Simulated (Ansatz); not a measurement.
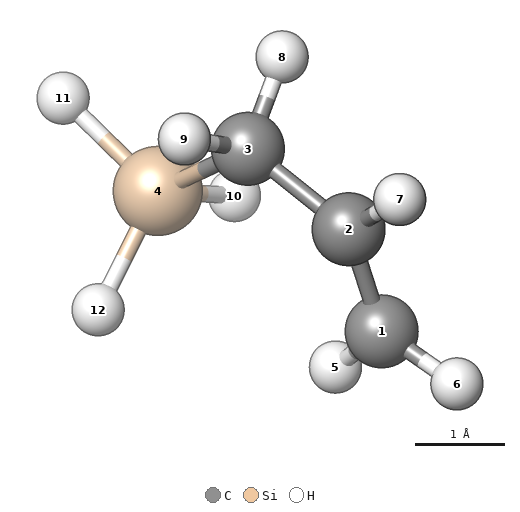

Fig. 1: The starting structure (ball-and-stick view, seen at an oblique angle; atoms are numbered from 1 in the order of the input).

## Nudged elastic band, with input and output: C₃H₈Si (part 1 of 2)

- system: C₃H₈Si
- method: UKS PBE/def2-SVP (Ansatz 0.2.0)

The run did not end well. One setting was made poor on purpose. It belongs to a series of runs on one base structure; here: band between the two ends.

### Input
```yaml
crystal:
  periodic: [false, false, false]
  atoms:
    - { symbol: C, position_ang: [-1.48339, 1.076207, 0.204151] }
    - { symbol: C, position_ang: [-0.217293, 1.116202, 0.656287] }
    - { symbol: C, position_ang: [0.883287, 0.131071, 0.360808] }
    - { symbol: Si, position_ang: [0.467812, -1.372064, -0.731339] }
    - { symbol: H, position_ang: [-1.848602, 0.27229, -0.457716] }
    - { symbol: H, position_ang: [-2.212587, 1.854099, 0.479634] }
    - { symbol: H, position_ang: [0.068664, 1.956322, 1.317834] }
    - { symbol: H, position_ang: [1.304118, -0.258859, 1.316735] }
    - { symbol: H, position_ang: [1.742515, 0.660769, -0.112952] }
    - { symbol: H, position_ang: [-0.605163, -2.225179, -0.108596] }
    - { symbol: H, position_ang: [1.712527, -2.205244, -0.8844] }
    - { symbol: H, position_ang: [0.006014, -0.950814, -2.101047] }
magnetization:
  spin_polarized: true
basis:
  gaussian: { orbitals: def2-SVP }
hamiltonian:
  xc: pbe
neb:
  order_check: false
  images: 7
  f_tol: 0.03
  max_iterations: 10
  final_atoms:
    - { symbol: C, position_ang: [-0.84767883, 1.27091237, -0.15835431] }
    - { symbol: C, position_ang: [0.05193234, 0.13627983, 0.26690116] }
    - { symbol: C, position_ang: [0.68888405, 0.12667363, 1.45948612] }
    - { symbol: Si, position_ang: [0.27887092, -1.31380837, -0.92641655] }
    - { symbol: H, position_ang: [-1.87748169, 0.91268186, -0.37553557] }
    - { symbol: H, position_ang: [-0.91559404, 2.05874843, 0.61998182] }
    - { symbol: H, position_ang: [-0.48474985, 1.74485407, -1.09635858] }
    - { symbol: H, position_ang: [1.34668052, -0.70261289, 1.76805446] }
    - { symbol: H, position_ang: [0.57414346, 0.95798473, 2.17959458] }
    - { symbol: H, position_ang: [1.22608217, -2.32383722, -0.33990656] }
    - { symbol: H, position_ang: [0.82118337, -0.83295007, -2.2491516] }
    - { symbol: H, position_ang: [-1.04437042, -1.98012637, -1.20889597] }
  initial_path:
    images:
      - { positions_ang: [[-1.48339, 1.076207, 0.204151], [-0.217293, 1.116202, 0.656287], [0.883287, 0.131071, 0.360808], [0.467812, -1.372064, -0.731339], [-1.848602, 0.27229, -0.457716], [-2.212587, 1.854099, 0.479634], [0.068664, 1.956322, 1.317834], [1.304118, -0.258859, 1.316735], [1.742515, 0.660769, -0.112952], [-0.605163, -2.225179, -0.108596], [1.712527, -2.205244, -0.8844], [0.006014, -0.950814, -2.101047]] }
      - { positions_ang: [[-1.47295071, 1.09439077, 0.25991102], [-0.1999011, 1.09119869, 0.70839573], [0.89036377, 0.08927653, 0.38560353], [0.48893893, -1.36987991, -0.72943631], [-1.84827889, 0.32090837, -0.40874333], [-2.16657389, 1.87579332, 0.56879416], [-0.08221698, 2.00495433, 1.03880595], [1.2828308, -0.31153389, 1.33790477], [1.7444405, 0.63109196, -0.07322068], [-0.58802147, -2.24185276, -0.14728287], [1.72759386, -2.20732354, -0.90583398], [0.04167718, -0.92222386, -2.09549899]] }
      - { positions_ang: [[-1.46251141, 1.11257455, 0.31567105], [-0.1825092, 1.06619537, 0.76050447], [0.89744054, 0.04748205, 0.41039905], [0.51006585, -1.36769582, -0.72753363], [-1.84795579, 0.36952675, -0.35977066], [-2.12056078, 1.89748763, 0.65795433], [-0.23309796, 2.05358665, 0.7597779], [1.2615436, -0.36420878, 1.35907454], [1.746366, 0.60141491, -0.03348936], [-0.57087994, -2.25852653, -0.18596974], [1.74266072, -2.20940308, -0.92726796], [0.07734036, -0.89363372, -2.08995098]] }
      - { positions_ang: [[-1.45207212, 1.13075832, 0.37143107], [-0.16511729, 1.04119206, 0.8126132], [0.90451731, 0.00568758, 0.43519458], [0.53119278, -1.36551173, -0.72563094], [-1.84763268, 0.41814512, -0.31079799], [-2.07454767, 1.91918195, 0.74711449], [-0.38397894, 2.10221898, 0.48074985], [1.2402564, -0.41688368, 1.38024431], [1.74829149, 0.57173787, 0.00624196], [-0.5537384, -2.27520029, -0.22465661], [1.75772759, -2.21148261, -0.94870195], [0.11300353, -0.86504357, -2.08440296]] }
      - { positions_ang: [[-1.44163283, 1.1489421, 0.42719109], [-0.14772539, 1.01618875, 0.86472193], [0.91159409, -0.03610689, 0.4599901], [0.55231971, -1.36332764, -0.72372826], [-1.84730958, 0.4667635, -0.26182532], [-2.02853456, 1.94087627, 0.83627466], [-0.53485992, 2.1508513, 0.2017218], [1.2189692, -0.46955857, 1.40141409], [1.75021699, 0.54206082, 0.04597328], [-0.53659687, -2.29187405, -0.26334348], [1.77279445, -2.21356215, -0.97013593], [0.14866671, -0.83645343, -2.07885495]] }
      - { positions_ang: [[-1.29314433, 1.17943467, 0.28080474], [-0.09781096, 0.79621152, 0.71526674], [0.85591658, 0.00458824, 0.70986411], [0.48395751, -1.35094783, -0.77440033], [-1.8548526, 0.57824309, -0.29025289], [-1.75029943, 1.97034431, 0.78220145], [-0.5223324, 2.04935199, -0.1227983], [1.25089703, -0.52782215, 1.49307418], [1.45619861, 0.6460418, 0.5793786], [-0.09592711, -2.29986484, -0.28248425], [1.53489168, -1.86840913, -1.28988985], [-0.14959257, -1.12237167, -1.86136521]] }
      - { positions_ang: [[-1.14465583, 1.20992724, 0.13441839], [-0.04789653, 0.57623429, 0.56581155], [0.80023907, 0.04528337, 0.95973811], [0.41559531, -1.33856801, -0.8250724], [-1.86239563, 0.68972268, -0.31868045], [-1.4720643, 1.99981235, 0.72812824], [-0.50980488, 1.94785269, -0.44731839], [1.28282486, -0.58608573, 1.58473427], [1.16218023, 0.75002278, 1.11278393], [0.34474265, -2.30785563, -0.30162502], [1.29698891, -1.52325611, -1.60964376], [-0.44785186, -1.4082899, -1.64387546]] }
      - { positions_ang: [[-0.99616733, 1.24041981, -0.01196796], [0.00201791, 0.35625706, 0.41635635], [0.74456156, 0.0859785, 1.20961212], [0.34723312, -1.32618819, -0.87574447], [-1.86993866, 0.80120227, -0.34710801], [-1.19382917, 2.02928039, 0.67405503], [-0.49727737, 1.84635338, -0.77183849], [1.31475269, -0.64434931, 1.67639437], [0.86816184, 0.85400375, 1.64618925], [0.78541241, -2.31584643, -0.32076579], [1.05908614, -1.17810309, -1.92939768], [-0.74611114, -1.69420814, -1.42638571]] }
      - { positions_ang: [[-0.84767883, 1.27091237, -0.15835431], [0.05193234, 0.13627983, 0.26690116], [0.68888405, 0.12667363, 1.45948612], [0.27887092, -1.31380837, -0.92641655], [-1.87748169, 0.91268186, -0.37553557], [-0.91559404, 2.05874843, 0.61998182], [-0.48474985, 1.74485407, -1.09635858], [1.34668052, -0.70261289, 1.76805446], [0.57414346, 0.95798473, 2.17959458], [1.22608217, -2.32383722, -0.33990656], [0.82118337, -0.83295007, -2.2491516], [-1.04437042, -1.98012637, -1.20889597]] }
```

Launched with:
```bash
ansatz run input.yaml --threads 2 --pin off --max-ram 3072MiB --backend cpu --events-out ev --progress --plain --runs-dir out
```

### What the program printed
```
Engine: ansatz 0.2.0, aarch64-unknown-linux-gnu
Functional definition: PBE
  parameter kappa = 0.804
  parameter beta = 0.06672455060314922
  exchange = pbe_x(kappa = kappa, mu = beta*pi^2/3)
  correlation = pbe_c(beta = beta)
1134 factors; their error is unknown
mean field evaluation 1: about -11095.7184 eV, gradient 4.0e1 eV
mean field evaluation 2: about -11084.4707 eV, gradient 5.9e1 eV
mean field evaluation 4: about -11104.3990 eV, gradient 7.3e0 eV
mean field evaluation 8: about -11104.6114 eV, gradient 2.1e-1 eV
mean field evaluation 16: about -11104.6116 eV, gradient 1.7e-5 eV
mean field -11104.61159899 eV, -408.0869492868 hartree, gradient 1.7e-5 eV, S^2 0.000000; 0 other end points of the search recorded, 0 dependent functions left out
the calculation of the forces begins
reference -11104.61163404 eV, -408.0869505749 hartree; 20, 20 occupied and 80, 80 virtual orbitals, 1134 factors
1134 factors; their error is unknown
mean field evaluation 32: about -11104.6963 eV, gradient 1.1e-5 eV
mean field -11104.69629233 eV, -408.0900617095 hartree, gradient 1.1e-5 eV, S^2 0.000000; 0 other end points of the search recorded, 0 dependent functions left out
[... from here on the field's lines of each further geometry are left out, up to the last ...]
NEB iter   1: max|band force component| = 2.727e1 eV/Å  barrier→ = 19.8204 eV  barrier← = 19.9051 eV  Δτ_max = 0.2000 Å  (413 SCF iters)
NEB iter   2: max|band force component| = 6.264e0 eV/Å  barrier→ = 9.3573 eV  barrier← = 9.4420 eV  Δτ_max = 0.1993 Å  (288 SCF iters)
NEB iter   3: max|band force component| = 5.619e0 eV/Å  barrier→ = 4.7566 eV  barrier← = 4.8413 eV  Δτ_max = 0.1991 Å  (256 SCF iters)
NEB iter   4: max|band force component| = 3.559e0 eV/Å  barrier→ = 3.5167 eV  barrier← = 3.6014 eV  Δτ_max = 0.2000 Å  (230 SCF iters)
NEB iter   5: max|band force component| = 2.139e0 eV/Å  barrier→ = 3.5008 eV  barrier← = 3.5855 eV  Δτ_max = 0.1995 Å  (241 SCF iters)
NEB iter   6: max|band force component| = 3.416e0 eV/Å  barrier→ = 3.5857 eV  barrier← = 3.6704 eV  Δτ_max = 0.2000 Å  (269 SCF iters)
NEB iter   7: max|band force component| = 2.054e0 eV/Å  barrier→ = 3.3654 eV  barrier← = 3.4501 eV  Δτ_max = 0.1997 Å  (233 SCF iters)
NEB iter   8: max|band force component| = 7.385e-1 eV/Å  barrier→ = 3.1617 eV  barrier← = 3.2464 eV  Δτ_max = 0.2000 Å  (222 SCF iters)
NEB iter   9: max|band force component| = 7.444e-1 eV/Å  barrier→ = 3.0806 eV  barrier← = 3.1653 eV  Δτ_max = 0.1003 Å  (221 SCF iters)
the calculation of the forces begins
reference -11102.89146937 eV, -408.0237356892 hartree; 20, 20 occupied and 80, 80 virtual orbitals, 1134 factors
these checks for a lower state are left out or cut short: starts, cluster_reference, orbital_swaps, neighbouring_geometries, increment
1134 factors; their error is unknown
mean field evaluation 704: about -11104.5668 eV, gradient 1.9e-5 eV
mean field -11104.56675642 eV, -408.0853013528 hartree, gradient 1.9e-5 eV, S^2 0.000000; 0 other end points of the search recorded, 0 dependent functions left out
the calculation of the forces begins
reference -11104.56679247 eV, -408.0853026775 hartree; 20, 20 occupied and 80, 80 virtual orbitals, 1134 factors
NEB iter  10: max|band force component| = 2.376e-1 eV/Å  barrier→ = 3.0833 eV  barrier← = 3.1680 eV  CI = image 4  Δτ_max = 0.1987 Å  (220 SCF iters)
```

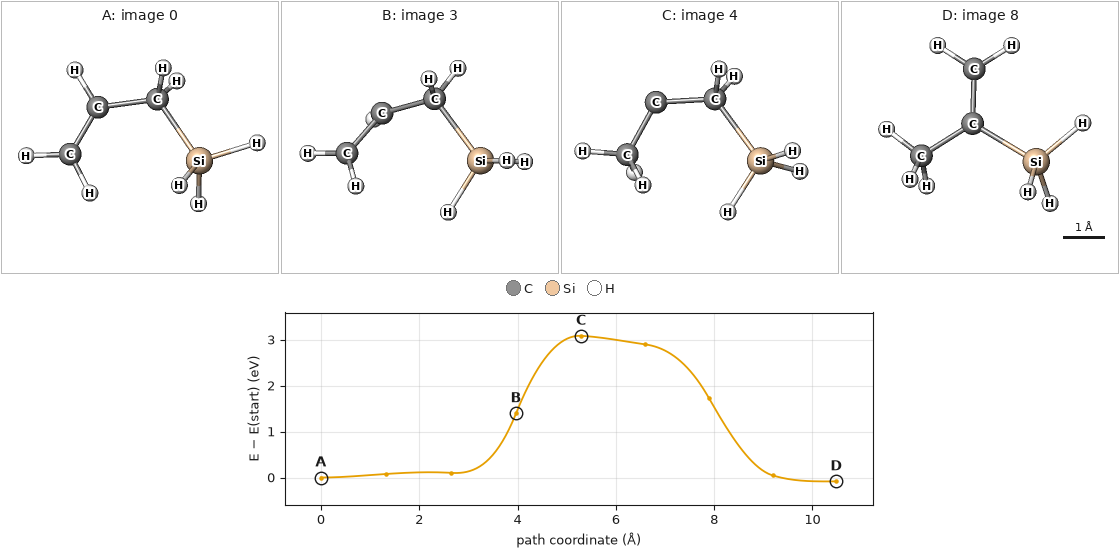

Fig. 2: Images of the last band (counted from 0; ball-and-stick, seen at a tilt) above the energy along the path; the line is a cubic interpolation that uses the forces. The highest image is number 4, 3.083 eV above the start and 3.168 eV above the end (the climbing image); the end lies 0.085 eV below the start. The path is 10.49 Å long. The band had not converged after 10 iterations.
